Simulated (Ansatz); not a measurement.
**C₃H₁₁AlOSi: basis-set convergence**

How large a basis does C₃H₁₁AlOSi need? Two functionals are run in growing sets.

The runs use Ansatz 0.2.0, Gaussian basis; one geometry, several basis sets.

Plan: PBE0-D4/def2-SVP; ωB97M-V/def2-SVP; PBE0-D4/def2-QZVPP; ωB97M-V/def2-QZVPP; the functionals' def2-TZVPP values are taken from earlier runs.

1 further run of the same task is left out (it didn't finish). Runs told in other sessions of the task aren't counted.

### Step 1. Structure used throughout

An earlier PBE0-D4 in a triple-zeta def2 set relaxation fixed the geometry.

SMILES `C[Si](C)(C)[O][AlH2]`, 17 atoms, charge 0, spin multiplicity 1.

Atoms are counted from 1 here; the program's logs count them from 0.

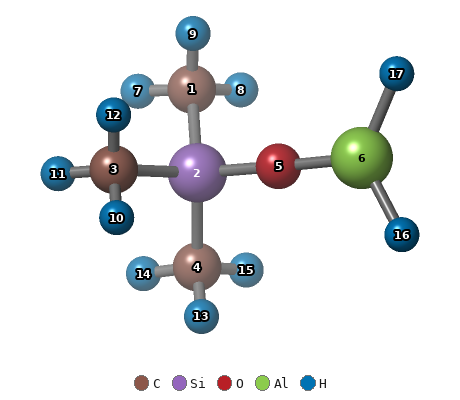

The structure; carbon brown, silicon purple, oxygen red, aluminium green, hydrogen blue; atoms are numbered from 1 in the order of the file.

### Step 2. PBE0-D4 in def2-SVP

in.yaml reads:

```yaml
crystal:
  periodic: [false, false, false]
  atoms:
    - {symbol: C, position_ang: [-0.013226, -1.664237, 1.057664]}
    - {symbol: Si, position_ang: [0.116964, -0.219477, -0.119628]}
    - {symbol: C, position_ang: [1.911409, 0.177910, -0.455450]}
    - {symbol: C, position_ang: [-0.765704, -0.614105, -1.718073]}
    - {symbol: O, position_ang: [-0.585603, 1.090701, 0.565039]}
    - {symbol: Al, position_ang: [-1.306895, 2.415328, 1.293171]}
    - {symbol: H, position_ang: [0.452464, -2.559879, 0.636863]}
    - {symbol: H, position_ang: [-1.058349, -1.902114, 1.273535]}
    - {symbol: H, position_ang: [0.482820, -1.442436, 2.006279]}
    - {symbol: H, position_ang: [2.003847, 1.031093, -1.132831]}
    - {symbol: H, position_ang: [2.423692, -0.671338, -0.916224]}
    - {symbol: H, position_ang: [2.438667, 0.423305, 0.470365]}
    - {symbol: H, position_ang: [-0.714567, 0.229072, -2.411993]}
    - {symbol: H, position_ang: [-0.319999, -1.482442, -2.211469]}
    - {symbol: H, position_ang: [-1.820938, -0.837577, -1.539201]}
    - {symbol: H, position_ang: [-1.954855, 3.523908, 0.369573]}
    - {symbol: H, position_ang: [-1.308824, 2.501791, 2.872678]}
basis:
  gaussian: {orbitals: def2-SVP}
hamiltonian: {xc: pbe0, dispersion: d4}
output: {orbitals: {seedname: orbitals}}
```

Command:

```
ansatz run in.yaml --threads 4 --pin off --events-out ev --progress --plain --max-ram 11315MiB
```

The log of the run:

```text
Functional definition: PBE0
  name "PBE0"
  cite "Adamo & Barone, J. Chem. Phys. 110, 6158 (1999) doi:10.1063/1.478522"
  cite "Perdew, Burke & Ernzerhof, Phys. Rev. Lett. 77, 3865 (1996) doi:10.1103/PhysRevLett.77.3865"
  parent pbe
  parameter a = 0.25
  parameter kappa = 0.804
  parameter beta = 0.06672455060314922
  exchange = (1 - a)*pbe_x(kappa = kappa, mu = beta*pi^2/3) + a*exact_x
  correlation = pbe_c(beta = beta)
1677 factors; their error is unknown
mean field evaluation 1: about -19780.0407 eV, gradient 8.0e1 eV
mean field evaluation 2: about -19765.7165 eV, gradient 1.1e2 eV
mean field evaluation 4: about -19794.0284 eV, gradient 3.8e0 eV
mean field evaluation 8: about -19794.0645 eV, gradient 1.8e-2 eV
mean field evaluation 16: about -19794.2062 eV, gradient 2.2e-5 eV
mean field -19794.20618099 eV, -727.4236601566 hartree, gradient 2.2e-5 eV, S^2 0.000000; 0 other end points of the search recorded, 0 dependent functions left out
reference -19794.20621928 eV, -727.4236615636 hartree; 32, 32 occupied and 115, 115 virtual orbitals, 1677 factors
Total energy: -19794.54395453 eV, -727.4360731053 hartree
```

Wall time 2.5 s (4 threads of Arm Neoverse V2, shared host); peak memory 0.43 GiB.

### Step 3. ωB97M-V in def2-SVP

in.yaml: that of step 2 with these lines changed.

```diff
@@ -22,3 +22,3 @@
   gaussian: {orbitals: def2-SVP}
-hamiltonian: {xc: pbe0, dispersion: d4}
+hamiltonian: {xc: {name: wB97M-V}}
 output: {orbitals: {seedname: orbitals}}
```

Same command.

The log of the run, shortened:

```text
Functional definition: wB97M-V
  name "wB97M-V"
  cite "Mardirossian & Head-Gordon, J. Chem. Phys. 144, 214110 (2016) doi:10.1063/1.4952647"
  cite "Becke, J. Chem. Phys. 107, 8554 (1997) doi:10.1063/1.475007"
  cite "Vydrov & Van Voorhis, J. Chem. Phys. 133, 244103 (2010) doi:10.1063/1.3521275"
  # Of w^i u^j: cxij and so on, Table III.
[...]
  gx(w, u) = 1 - cx + cx01*u + cx10*w
  gss(w, u) = css00 + css04*u^4 + css10*w + css20*w^2 + css43*w^4*u^3
  gos(w, u) = cos00 + cos10*w + (cos20 + cos21*u)*w^2 + (cos60 + cos61*u)*w^6
[...]
      + integral(e_c_pw_mod_opposite_spin*gos(b97_w_opposite, b97_u_opposite)) + vv10(b, c)
1658 factors; their error is unknown
466 factors; integrals over basis functions are off by at most 1.1e-5 eV
[...]
mean field -19803.02760084 eV, -727.7478413567 hartree, gradient 1.6e-5 eV, S^2 0.000000; 0 other end points of the search recorded, 0 dependent functions left out
reference -19803.02766140 eV, -727.7478435821 hartree; 32, 32 occupied and 115, 115 virtual orbitals, 1658 factors
Total energy: -19803.02766140 eV, -727.7478435821 hartree
```

Run time: 9.5 s. Hardware: 4 threads of Arm Neoverse V2, shared host; peak memory 0.59 GiB.

### Step 4. PBE0-D4 in def2-QZVPP

in.yaml: that of step 3 with these lines changed.

```diff
@@ -21,4 +21,4 @@
 basis:
-  gaussian: {orbitals: def2-SVP}
-hamiltonian: {xc: {name: wB97M-V}}
+  gaussian: {orbitals: "def2-QZVPP.json"}
+hamiltonian: {xc: pbe0, dispersion: d4}
 output: {orbitals: {seedname: orbitals}}
```

The command is unchanged.

The log of the run:

```text
Functional definition: PBE0
  name "PBE0"
  cite "Adamo & Barone, J. Chem. Phys. 110, 6158 (1999) doi:10.1063/1.478522"
  cite "Perdew, Burke & Ernzerhof, Phys. Rev. Lett. 77, 3865 (1996) doi:10.1103/PhysRevLett.77.3865"
  parent pbe
  parameter a = 0.25
  parameter kappa = 0.804
  parameter beta = 0.06672455060314922
  exchange = (1 - a)*pbe_x(kappa = kappa, mu = beta*pi^2/3) + a*exact_x
  correlation = pbe_c(beta = beta)
2179 factors; their error is unknown
mean field evaluation 1: about -19787.4965 eV, gradient 9.8e1 eV
mean field evaluation 2: about -19764.7041 eV, gradient 1.4e2 eV
mean field evaluation 4: about -19806.3309 eV, gradient 6.7e0 eV
mean field evaluation 8: about -19806.4354 eV, gradient 3.2e-1 eV
mean field evaluation 16: about -19806.4355 eV, gradient 5.1e-5 eV
mean field -19806.43547453 eV, -727.8730784050 hartree, gradient 5.1e-5 eV, S^2 0.000000; 0 other end points of the search recorded, 0 dependent functions left out
reference -19806.43553255 eV, -727.8730805370 hartree; 32, 32 occupied and 666, 666 virtual orbitals, 2179 factors
Total energy: -19806.77326781 eV, -727.8854920787 hartree
```

It took 25 s on 4 threads of Arm Neoverse V2, shared host; peak memory 3.5 GiB.

### Step 5. ωB97M-V in def2-QZVPP

in.yaml: that of step 4 with these lines changed.

```diff
@@ -22,3 +22,3 @@
   gaussian: {orbitals: "def2-QZVPP.json"}
-hamiltonian: {xc: pbe0, dispersion: d4}
+hamiltonian: {xc: {name: wB97M-V}}
 output: {orbitals: {seedname: orbitals}}
```

The command is unchanged.

The log of the run, shortened:

```text
Functional definition: wB97M-V
  name "wB97M-V"
  cite "Mardirossian & Head-Gordon, J. Chem. Phys. 144, 214110 (2016) doi:10.1063/1.4952647"
  cite "Becke, J. Chem. Phys. 107, 8554 (1997) doi:10.1063/1.475007"
  cite "Vydrov & Van Voorhis, J. Chem. Phys. 133, 244103 (2010) doi:10.1063/1.3521275"
  # Of w^i u^j: cxij and so on, Table III.
[...]
  gx(w, u) = 1 - cx + cx01*u + cx10*w
  gss(w, u) = css00 + css04*u^4 + css10*w + css20*w^2 + css43*w^4*u^3
  gos(w, u) = cos00 + cos10*w + (cos20 + cos21*u)*w^2 + (cos60 + cos61*u)*w^6
[...]
      + integral(e_c_pw_mod_opposite_spin*gos(b97_w_opposite, b97_u_opposite)) + vv10(b, c)
2116 factors; their error is unknown
596 factors; integrals over basis functions are off by at most 1.2e-5 eV
[...]
mean field -19815.53508080 eV, -728.2074827672 hartree, gradient 5.0e-5 eV, S^2 0.000000; 0 other end points of the search recorded, 0 dependent functions left out
reference -19815.53517339 eV, -728.2074861699 hartree; 32, 32 occupied and 666, 666 virtual orbitals, 2116 factors
Total energy: -19815.53517339 eV, -728.2074861699 hartree
```

It took 53 s on 4 threads of Arm Neoverse V2, shared host; peak memory 4.3 GiB.

### Step 6. Functionals by basis

The def2-TZVPP values come from earlier runs at the same geometry.

| functional | basis | functions | energy (eV) | from the largest (eV) | HOMO (eV) | LUMO (eV) |
| --- | --- | --- | --- | --- | --- | --- |
| PBE0-D4 | def2-SVP | 147 | -19794.5440 | 12.229 | -7.73 | -0.86 |
| PBE0-D4 | def2-TZVPP | 362 | -19805.9678 | 0.806 | -7.80 | -0.98 |
| PBE0-D4 | def2-QZVPP | 698 | -19806.7733 | 0.000 | -7.81 | -1.04 |
| ωB97M-V | def2-SVP | 147 | -19803.0277 | 12.508 | -9.95 | 0.81 |
| ωB97M-V | def2-TZVPP | 362 | -19814.7736 | 0.762 | -10.06 | 0.57 |
| ωB97M-V | def2-QZVPP | 698 | -19815.5352 | 0.000 | -10.06 | 0.28 |

### Step 7. Summary of results

```
                                       quantity           value
PBE0-D4: double and triple zeta above quadruple  12.23, 0.81 eV
ωB97M-V: double and triple zeta above quadruple  12.51, 0.76 eV
```

PBE0-D4 gains 11.42 eV from double to triple zeta, then 0.81 eV more. These are total energies; as a rule much of such shifts cancels in differences, which this series doesn't test. The LUMO of ωB97M-V is positive and keeps falling with the basis (0.81 to 0.28 eV): an unbound level that the basis holds in place.

For PBE0-D4 the largest set took about 10 times as long as the smallest (25 s against 2.5 s).
